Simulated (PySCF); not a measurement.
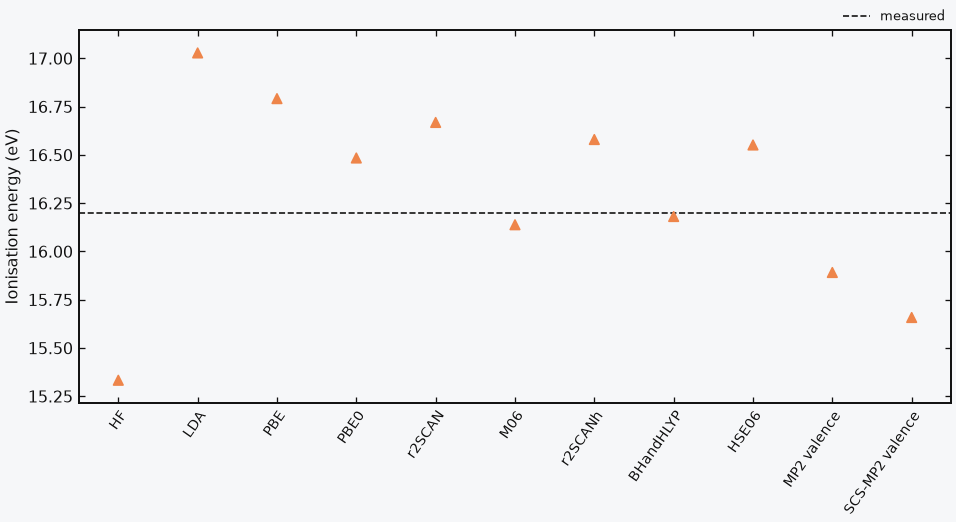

The ionisation energy of Fe⁺ ([Ar] 3d⁶ 4s → [Ar] 3d⁶) across levels of theory. PySCF, aug-cc-pVDZ-DK, spin-free X2C-1e, unrestricted single determinants, no spin-orbit coupling. Methods marked “valence” freeze 18 core electrons.

Summarise the spread and list the values.

The values run from 15.33 eV (HF) to 17.03 eV (LDA). The measured value is 16.20 eV; nearest to it come BHandHLYP (−0.02) and M06 (−0.06), furthest HF (−0.87 eV).

| Method | Ionisation energy (eV) |
| --- | --- |
| HF | 15.33 |
| LDA | 17.03 |
| PBE | 16.79 |
| PBE0 | 16.48 |
| r2SCAN | 16.67 |
| M06 | 16.14 |
| r2SCANh | 16.58 |
| BHandHLYP | 16.18 |
| HSE06 | 16.55 |
| MP2 valence | 15.89 |
| SCS-MP2 valence | 15.66 |
